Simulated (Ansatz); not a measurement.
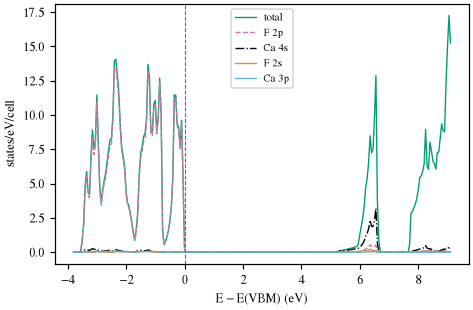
Figure: Total and projected density of states of CaF₂ in space group P6_3/mmc (No. 194; Ca on 2c, F on 4f), DFT-PBEsol in the program Ansatz with PAW potentials

Q: Which orbitals carry the states next to the gap?

A: Top 1 eV of the valence band: F 2p 98 %. Bottom 1 eV of the conduction band: Ca 4s 40 %, F 2s 7 %, outside the projected shells 47 %. Projections are on Löwdin-orthogonalised atomic valence shells; empty p or d shells of many metals are not among them.

Q: Where is the tallest occupied peak in this window, and what makes it?

A: Near -2.3 eV, about 14 states/eV per cell; the largest projected share is F 2p.

The start of the workflow was typed in or built on a structure type; neither database checked (COD, Materials Project) lists it. It is not the phase usual at ambient conditions (space group No. 225). Symmetry was held in the PBEsol relaxation; whether a distortion lowers the energy is not shown.

Potentials: the earlier of the program's two PAW sets. The files were generated under PBE; for other functionals the program regenerates the frozen cores, and for LDA and PBEsol the local potential too.
